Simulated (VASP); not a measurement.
# Mg: surface energy and work function by face

How do surface energy, work function and relaxation of Mg depend on the face?

Main program and level: VASP 6.6.1; PBE; plane waves and PAW (Mg).

## Step 1: Set-up

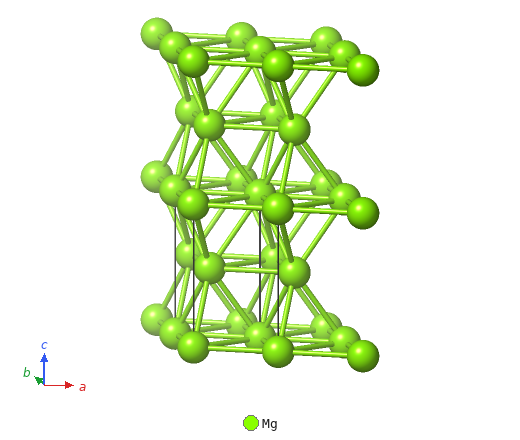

The starting structure, seen slightly off an axis (magnesium green). 2×2×2 cells are drawn. Some periodic images of atoms are drawn too.

Coordinates:

```cif
data_structure
_symmetry_space_group_name_H-M 'P 1'
_symmetry_Int_Tables_number 1
_cell_length_a 3.2100
_cell_length_b 3.2100
_cell_length_c 5.2130
_cell_angle_alpha 90.000
_cell_angle_beta 90.000
_cell_angle_gamma 120.000
_cell_volume 46.52
loop_
_atom_site_label
_atom_site_type_symbol
_atom_site_fract_x
_atom_site_fract_y
_atom_site_fract_z
_atom_site_occupancy
Mg1 Mg 0.00000 0.00000 0.00000 1
Mg2 Mg 0.33333 0.66667 0.50000 1
```

## Step 2: The bulk reference, job relaxation, k-mesh 14×14×8

The bulk crystal is relaxed first, so that the slabs are cut at this functional's lattice.

File INCAR:

```
SYSTEM = Mg
PREC = Accurate
ENCUT = 420
EDIFF = 1E-06
NELM = 120
ISMEAR = 1
SIGMA = 0.15
LREAL = .FALSE.
ALGO = Normal
GGA = PE
NBANDS = 8
LORBIT = 11
LWAVE = .FALSE.
LCHARG = .FALSE.
KPAR = 4
IBRION = 2
NSW = 30
ISIF = 3
EDIFFG = -0.01
POTIM = 0.4
```

File POSCAR:

```
Mg
1.0
    3.2100000000      0.0000000000      0.0000000000
   -1.6050000000      2.7799415461      0.0000000000
    0.0000000000      0.0000000000      5.2130400000
Mg
2
Direct
    0.0000000000      0.0000000000      0.0000000000
    0.3333333333      0.6666666667      0.5000000000
```

File KPOINTS:

```
Automatic mesh
0
Gamma
14 14 8
0 0 0
```

The projector-augmented-wave data sets are Mg (PBE family, release 64).

Launch:

```console
> mpirun -np 4 vasp_std
```

The program printed:

```text
[banner, memory and clock lines left out]
running    4 mpi-ranks, on    1 nodes
 distrk:  each k-point on    1 cores,    4 groups
 distr:  one band on    1 cores,    1 groups

 POSCAR found type information on POSCAR Mg
 POSCAR found :  1 types and       2 ions
 LDA part: xc-table for (Slater+PW92), standard interpolation
 POSCAR, INCAR and KPOINTS ok, starting setup
 FFT: planning ... GRIDC
 FFT: planning ... GRID_SOFT
 FFT: planning ... GRID
 WAVECAR not read
 entering main loop
       N       E                     dE             d eps       ncg     rms          rms(c)
DAV:   1    -0.783250659607E+00   -0.78325E+00   -0.12429E+03  1944   0.288E+02
DAV:   2    -0.301841666069E+01   -0.22352E+01   -0.21592E+01  2592   0.211E+01
DAV:   3    -0.302959084362E+01   -0.11174E-01   -0.11161E-01  2576   0.197E+00
DAV:   4    -0.302962210941E+01   -0.31266E-04   -0.31265E-04  2720   0.878E-02
DAV:   5    -0.302962219538E+01   -0.85972E-07   -0.85905E-07  2536   0.335E-03    0.962E-01
DAV:   6    -0.302369034186E+01    0.59319E-02   -0.64589E-04  2304   0.211E-01    0.616E-01
DAV:   7    -0.301622790231E+01    0.74624E-02   -0.25355E-03  2008   0.367E-01    0.344E-02
DAV:   8    -0.301624108146E+01   -0.13179E-04   -0.16078E-05  3088   0.257E-02    0.761E-03
DAV:   9    -0.301623970827E+01    0.13732E-05   -0.12308E-06  2160   0.579E-03    0.626E-04
DAV:  10    -0.301623945239E+01    0.25588E-06   -0.47923E-09  1320   0.471E-04
   1 F= -.30162395E+01 E0= -.30161312E+01  d E =-.301624E+01
 curvature:   0.00 expect dE= 0.000E+00 dE for cont linesearch  0.000E+00
 trial: gam= 0.00000 g(F)=  0.106E-48 g(S)=  0.187E-02 ort = 0.000E+00 (trialstep = 0.100E+01)
 search vector abs. value=  0.187E-02
 bond charge predicted
       N       E                     dE             d eps       ncg     rms          rms(c)
DAV:   1    -0.301758059335E+01   -0.13409E-02   -0.39827E-03  2456   0.299E-01    0.202E-02
DAV:   2    -0.301757515490E+01    0.54384E-05   -0.15862E-05  2120   0.263E-02    0.130E-02
DAV:   3    -0.301757132036E+01    0.38345E-05   -0.16499E-06  2504   0.699E-03    0.608E-04
DAV:   4    -0.301757119144E+01    0.12893E-06   -0.16572E-08  1128   0.823E-04
   2 F= -.30175712E+01 E0= -.30174640E+01  d E =-.133174E-02
[...]
3 F= -.30178444E+01 E0= -.30177404E+01  d E =-.160499E-02
[...]
4 F= -.30178446E+01 E0= -.30177407E+01  d E =-.160511E-02
[...]
5 F= -.30178613E+01 E0= -.30177662E+01  d E =-.167118E-04
 ZBRENT: can't locate minimum, use default step
 trial-energy change:   -0.000017  1 .order   -0.000017   -0.000018   -0.000015
 step:   4.5653(harm=  6.0444)  dis= 0.00000  next Energy=    -3.017893 (dE=-0.488E-04)
 bond charge predicted
       N       E                     dE             d eps       ncg     rms          rms(c)
DAV:   1    -0.301788876077E+01   -0.27392E-04   -0.37477E-04  2504   0.758E-02    0.857E-03
DAV:   2    -0.301788796214E+01    0.79863E-06   -0.19318E-06  2200   0.850E-03
   6 F= -.30178880E+01 E0= -.30178280E+01  d E =-.433996E-04
 curvature:  -2.79 expect dE=-0.208E-05 dE for cont linesearch -0.146E-05
 trial: gam=-0.15073 g(F)=  0.175E-49 g(S)=  0.744E-06 ort = 0.293E-05 (trialstep = 0.183E+01)
 search vector abs. value=  0.233E-06
 reached required accuracy - stopping structural energy minimisation
```

Wall time 8 s (4 MPI ranks of Intel Xeon 6975P-C (Granite Rapids), shared host); peak memory 0.66 GiB.

Lines that name or quote the potential files are left out of all logs, and their timing lines are given in words.

From OUTCAR (step 2):

```text
ion  position               nearest neighbor table
   1  0.000  0.000  0.000-   2 3.20   2 3.20   2 3.20   2 3.20   2 3.20   2 3.20
   2  0.333  0.667  0.500-   1 3.20   1 3.20   1 3.20   1 3.20   1 3.20   1 3.20

  LATTYP: Found a hexagonal cell.
 ALAT       =     3.2100000000
 C/A-ratio  =     1.6240000000

 Subroutine GETGRP returns: Found 24 space group operations
 (whereof 12 operations were pure point group operations)

The static configuration has the point symmetry D_3h.
 The point group associated with its full space group is D_6h.

 Found    120 irreducible k-points:

   k-points           NKPTS =    120   k-points in BZ     NKDIM =    120   number of bands    NBANDS=      8

   dimension x,y,z NGX =    24 NGY =   24 NGZ =   36
   dimension x,y,z NGXF=    48 NGYF=   48 NGZF=   72

   ENCUT  =  420.0 eV  30.87 Ry    5.56 a.u.   5.36  5.36  8.71*2*pi/ulx,y,z

   NELECT =       4.0000    total number of electrons

 k-points in reciprocal lattice and weights: Automatic mesh
   0.00000000  0.00000000  0.00000000       0.001
   0.07142857 -0.00000000  0.00000000       0.004
   0.14285714  0.00000000  0.00000000       0.004
   0.21428571 -0.00000000  0.00000000       0.004
   0.28571429 -0.00000000  0.00000000       0.004
   0.35714286 -0.00000000  0.00000000       0.004
   0.42857143 -0.00000000  0.00000000       0.004
   0.50000000 -0.00000000  0.00000000       0.002
   0.07142857  0.07142857  0.00000000       0.004
[...]
0.28571429  0.28571429  0.50000000       0.004
   0.35714286  0.28571429  0.50000000       0.004

 average (electrostatic) potential at core
       1 -39.1976       2 -39.1976

 E-fermi :   2.6734

 k-point     1 :       0.0000    0.0000    0.0000
  band No.  band energies     occupation
      1      -4.2941      2.00000
      2       0.9375      2.00000
      3       1.3643      2.00000
      4      13.6767      0.00000
      5      13.6767      0.00000
      6      13.8124      0.00000
      7      13.8124      0.00000
      8      14.4781      0.00000

 k-point     2 :       0.0714   -0.0000    0.0000
  band No.  band energies     occupation
      1      -4.1930      2.00000
      2       1.0298      2.00000
      3       1.4627      2.00000
      4      11.7619      0.00000
      5      12.6474      0.00000
      6      13.4340      0.00000
      7      14.9784      0.00000
      8      15.2615      0.00000

 k-point     3 :       0.1429    0.0000    0.0000
  band No.  band energies     occupation
      1      -3.8903      2.00000
      2       1.3071      2.00000
      3       1.7551      2.00000
      4       9.5657      0.00000
      5      11.7179      0.00000
      6      12.4023      0.00000
      7      14.2805      0.00000
      8      14.8795      0.00000

  Total        0.0001015      0.0001015      0.0062085      0.0000000     -0.0000000      0.0000000
  in kB        0.0035581      0.0035581      0.2175641      0.0000000     -0.0000000      0.0000000
  external PRESSURE =       0.0748934 kB  Pullay stress =       0.0000000 kB

  energy-cutoff  :      420.00
  volume of cell :       45.72
      direct lattice vectors                 reciprocal lattice vectors
     3.186076638  0.000000000 -0.000000000     0.313865645  0.181210415 -0.000000000
    -1.593038319  2.759223306  0.000000000     0.000000000  0.362420830  0.000000000
     0.000000000 -0.000000000  5.200760525     0.000000000 -0.000000000  0.192279571

 POSITION                                       TOTAL-FORCE (eV/Angst)
 -----------------------------------------------------------------------------------
      0.00000      0.00000     -0.00000        -0.000000      0.000000      0.000000
     -0.00000      1.83948      2.60038         0.000000     -0.000000     -0.000000
 -----------------------------------------------------------------------------------
    total drift:                               -0.000000      0.000000      0.000000

  FREE ENERGIE OF THE ION-ELECTRON SYSTEM (eV)
  ---------------------------------------------------
  free  energy   TOTEN  =        -3.0178879621 eV

  energy  without entropy=       -3.0177079406  energy(sigma->0) =       -3.01782795

 reached required accuracy - stopping structural energy minimisation

 total charge
# of ion       s       p       d       tot
------------------------------------------
    1        0.209   0.127   0.012   0.347
    2        0.209   0.127   0.012   0.347
--------------------------------------------------
tot          0.417   0.254   0.023   0.695

[... 3 further parts left out ...]
```

CONTCAR:

```
Mg
   1.00000000000000
     3.1860766375088292    0.0000000000000000   -0.0000000000000000
    -1.5930383187544146    2.7592233064397753    0.0000000000000000
     0.0000000000000000   -0.0000000000000000    5.2007605247407618
  Mg
     2
Direct
     0.0000000000000000    0.0000000000000000    0.0000000000000000
     0.3333333332999970    0.6666666667000030    0.5000000000000000
```

The run keeps the 24 symmetry operations of its start, so it cannot find a distortion of lower symmetry.

Step by step:

```
step  energy less that of the first step (eV)  largest force (eV/Å)  pressure (GPa)  volume (Å³)
   1                                   0.0000                0.0000           -0.61        46.52
   2                                  -0.0013                0.0000           -0.25        46.04
   3                                  -0.0016                0.0000            0.00        45.72
   4                                  -0.0016                0.0000            0.01        45.71
   5                                  -0.0016                0.0000            0.01        45.71
   6                                  -0.0016                0.0000            0.01        45.72
```

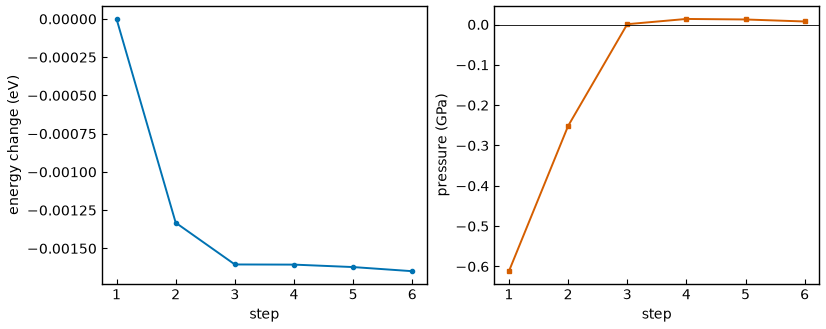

Energy and pressure along the relaxation.

```
conventional cell, symmetrised  before  after  change
                         a (Å)   3.210  3.186  -0.7 %
                         b (Å)   3.210  3.186  -0.7 %
                         c (Å)   5.213  5.201  -0.2 %
              volume (Å³/atom)   23.26  22.86  -1.7 %
```

The relaxed structure:

```cif
data_structure
_symmetry_space_group_name_H-M 'P 1'
_symmetry_Int_Tables_number 1
_cell_length_a 3.1861
_cell_length_b 3.1861
_cell_length_c 5.2008
_cell_angle_alpha 90.000
_cell_angle_beta 90.000
_cell_angle_gamma 120.000
_cell_volume 45.72
loop_
_atom_site_label
_atom_site_type_symbol
_atom_site_fract_x
_atom_site_fract_y
_atom_site_fract_z
_atom_site_occupancy
Mg1 Mg 0.00000 0.00000 0.00000 1
Mg2 Mg 0.33333 0.66667 0.50000 1
```

Numbers from this step:

| Quantity | Value |
| --- | --- |
| electronic cycles | 24 |
| electrons | 4 |
| free energy (TOTEN) | -3.018 eV |
| energy at zero smearing | -3.018 eV |
| Fermi energy | 2.673 eV |
| metallic | yes |

The run ended after 6 ionic steps, 0.002 eV below its first step, once forces and stress met EDIFFG = -0.01.

Energy at zero smearing: -3.01783 eV.

## Step 3: The bulk reference, job self-consistent run, k-mesh 17×17×9

File INCAR:

```
SYSTEM = Mg
PREC = Normal
ENCUT = 320
EDIFF = 1E-06
NELM = 120
ISMEAR = 1
SIGMA = 0.15
LREAL = .FALSE.
ALGO = Fast
GGA = PE
NBANDS = 8
LORBIT = 11
LWAVE = .FALSE.
LCHARG = .FALSE.
KPAR = 4
```

File POSCAR:

```
Mg
1.0
    3.1860766375      0.0000000000      0.0000000000
   -1.5930383188      2.7592233064      0.0000000000
    0.0000000000      0.0000000000      5.2007605247
Mg
2
Direct
    0.0000000000      0.0000000000      0.0000000000
    0.3333333333      0.6666666667      0.5000000000
```

File KPOINTS:

```
Automatic mesh
0
Gamma
17 17 9
0 0 0
```

Launch:

```console
> mpirun -np 4 vasp_std
```

The program printed:

```text
[... set-up lines as in an earlier step ...]
 entering main loop
       N       E                     dE             d eps       ncg     rms          rms(c)
DAV:   1    -0.118776115642E+01   -0.11878E+01   -0.10686E+03  2688   0.225E+02
DAV:   2    -0.301770854902E+01   -0.18299E+01   -0.17278E+01  3560   0.182E+01
DAV:   3    -0.302761463994E+01   -0.99061E-02   -0.99051E-02  3400   0.176E+00
DAV:   4    -0.302764107971E+01   -0.26440E-04   -0.26440E-04  4016   0.783E-02
DAV:   5    -0.302764110966E+01   -0.29946E-07   -0.29865E-07  3400   0.199E-03    0.955E-01
RMM:   6    -0.302170099009E+01    0.59401E-02   -0.47336E-04  2643   0.187E-01    0.611E-01
RMM:   7    -0.301432469914E+01    0.73763E-02   -0.19997E-03  2766   0.356E-01    0.328E-02
RMM:   8    -0.301434277268E+01   -0.18074E-04   -0.85142E-05  2804   0.748E-02    0.756E-03
RMM:   9    -0.301434241540E+01    0.35728E-06   -0.74050E-06  2933   0.195E-02
   1 F= -.30143424E+01 E0= -.30147095E+01  d E =0.110113E-02
```

It took 1.8 s on 4 MPI ranks; peak memory 0.49 GiB.

OUTCAR, selected parts (step 3):

```text
  LATTYP: Found a hexagonal cell.
 ALAT       =     3.1860766375
 C/A-ratio  =     1.6323400585

 Found    165 irreducible k-points:

   k-points           NKPTS =    165   k-points in BZ     NKDIM =    165   number of bands    NBANDS=      8

   dimension x,y,z NGX =    14 NGY =   14 NGZ =   24
   dimension x,y,z NGXF=    28 NGYF=   28 NGZF=   48

   ENCUT  =  320.0 eV  23.52 Ry    4.85 a.u.   4.65  4.65  7.59*2*pi/ulx,y,z

   NELECT =       4.0000    total number of electrons

 E-fermi :   2.6912

 k-point     1 :       0.0000    0.0000    0.0000
  band No.  band energies     occupation
      1      -4.2939      2.00000
      2       0.9378      2.00000
      3       1.3645      2.00000
      4      13.6774      0.00000
      5      13.6774      0.00000
      6      13.8128      0.00000
      7      13.8128      0.00000
      8      14.4788      0.00000

 k-point     2 :       0.0588    0.0000    0.0000
  band No.  band energies     occupation
      1      -4.2253      2.00000
      2       1.0005      2.00000
      3       1.4312      2.00000
      4      12.1507      0.00000
      5      12.8291      0.00000
      6      13.5940      0.00000
      7      14.7560      0.00000
      8      15.1581      0.00000

  Total       -0.0218702     -0.0218702      0.0704191      0.0000000      0.0000000     -0.0000000
  in kB       -0.7663972     -0.7663972      2.4676925      0.0000000      0.0000000     -0.0000000
  external PRESSURE =       0.3116327 kB  Pullay stress =       0.0000000 kB

  energy-cutoff  :      320.00
  volume of cell :       45.72
      direct lattice vectors                 reciprocal lattice vectors
     3.186076637  0.000000000  0.000000000     0.313865645  0.181210415  0.000000000
    -1.593038319  2.759223306  0.000000000     0.000000000  0.362420830  0.000000000
     0.000000000  0.000000000  5.200760525     0.000000000  0.000000000  0.192279571

 POSITION                                       TOTAL-FORCE (eV/Angst)
 -----------------------------------------------------------------------------------
      0.00000      0.00000      0.00000         0.000000      0.000000      0.000000
     -0.00000      1.83948      2.60038        -0.000000      0.000000      0.000000
 -----------------------------------------------------------------------------------
    total drift:                               -0.000018      0.000010      0.000000

  FREE ENERGIE OF THE ION-ELECTRON SYSTEM (eV)
  ---------------------------------------------------
  free  energy   TOTEN  =        -3.0143424154 eV

  energy  without entropy=       -3.0154435441  energy(sigma->0) =       -3.01470946

 total charge
# of ion       s       p       d       tot
------------------------------------------
    1        0.209   0.127   0.012   0.348
    2        0.209   0.127   0.012   0.348
--------------------------------------------------
tot          0.419   0.254   0.023   0.695

[... 2 parts as in an earlier step ...]

[... 7 further parts left out ...]
```

This step gave:

| Quantity | Value |
| --- | --- |
| electronic cycles | 9 |
| free energy (TOTEN) | -3.014 eV |
| energy at zero smearing | -3.015 eV |
| Fermi energy | 2.691 eV |

Energy at zero smearing: -3.01471 eV.

The run ends at a pressure of 0.03 GPa.

(Part 1 of 4 ends here.)

[Lines on the potential files, build, host, timing and source positions are cut from VASP's logs without a mark.]

[Logs are printed without paths, hosts, clocks, repeated set-up lines and the standing remarks that a program may print on its own settings, such as how far it seeks lower states.]

[Hosts, paths, dates, database ids (printed as entryN), source tags and the programs' standing remarks are cut or masked in the printed files.]

[Runs that stopped without an error message from VASP are left out.]
